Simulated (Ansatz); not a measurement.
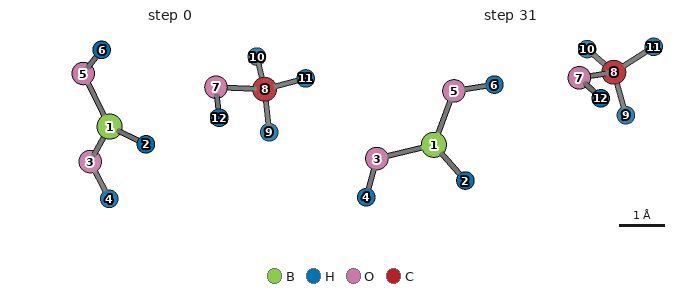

The structure of CH7BO3 before (left) and after (right) a relaxation, at one scale.

Style: ball-and-stick. Shown at a tilt.

The run prepares an end point of a later path (reaction) calculation, from a guessed geometry.

Theory: RHF/6-31G* in Ansatz 0.2.0. Settings: no spin polarisation; force threshold 0.03 eV/Å; at most 50 steps.

**What changed between the two?**

The energy falls by 37.0 kJ/mol in 29 accepted moves (31 points after the start). Largest force component: 1.3 eV/Å at the start, 0.016 eV/Å at the end. The line search rejected the trial steps at points 19, 30 of the run. The forces were under the threshold at step 23, but the run went on from there. H4 moves most after the best rigid fit: 2.04 Å. By element the largest moves are H 2.04 Å, O 1.31 Å, B 0.58 Å, C 0.46 Å. Some distances before and after: O7–H12 0.969 → 0.947 Å, B1–O5 1.348 → 1.340 Å, O5–H6 0.945 → 0.952 Å, B1–H2 1.195 → 1.202 Å. The run took 57 s on 1 thread of Arm Neoverse V1, on a shared host, peak memory 0.16 GiB.

Limits of the set-up: Hartree-Fock leaves out electron correlation.
